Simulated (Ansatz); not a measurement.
```xyz
8

C    -0.9014   -0.2132    0.6343
Mo    0.7728    0.1681   -0.5401
S     2.1676   -1.2578    0.0758
S     0.1446   -0.2619   -2.4839
Cl    1.4664    2.2778   -0.2665
H    -1.2753   -1.2313    0.5261
H    -0.6083   -0.0365    1.6739
H    -1.6741    0.4976    0.3246
```

Geometry: PBE0-D4/def2-TZVP; core potentials replace the inner electrons of Mo.

Computed with RKS PBE0-D4/def2-TZVPP in Ansatz 0.2.0.

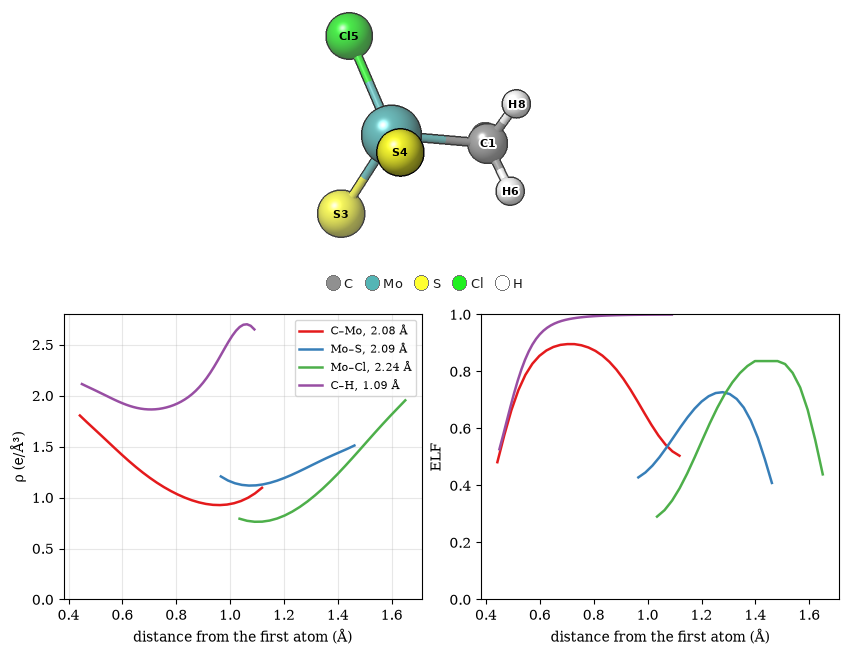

CH₃ClMoS₂ (SMILES [CH3][Mo](=[S])(=[S])[Cl]). Electron density and electron localisation function along straight lines between neighbouring atoms. The curves leave out the atomic cores. The structure is drawn too.

> What can be read from the curves?

C–Mo (2.08 Å): the density is about 0.97 e/Å³ at the midpoint; the ELF peaks at about 0.90 in the valence shell of C, 0.7 Å from its nucleus, and is about 0.60 at the midpoint.
Mo–S (2.09 Å): ρ at the midpoint is about 1.1 e/Å³; the ELF peaks at about 0.75 in the valence shell of S, 0.8 Å from its nucleus, and is about 0.50 at the midpoint.
Mo–Cl (2.24 Å): ρ at the midpoint is about 0.76 e/Å³; the ELF peaks at about 0.85 in the valence shell of Cl, 0.8 Å from its nucleus, and is about 0.40 at the midpoint.
C–H (1.09 Å): ρ at the midpoint is about 2 e/Å³; the ELF climbs to about 1 towards the hydrogen, as it does in any bond to H (a covalent bond by its length).
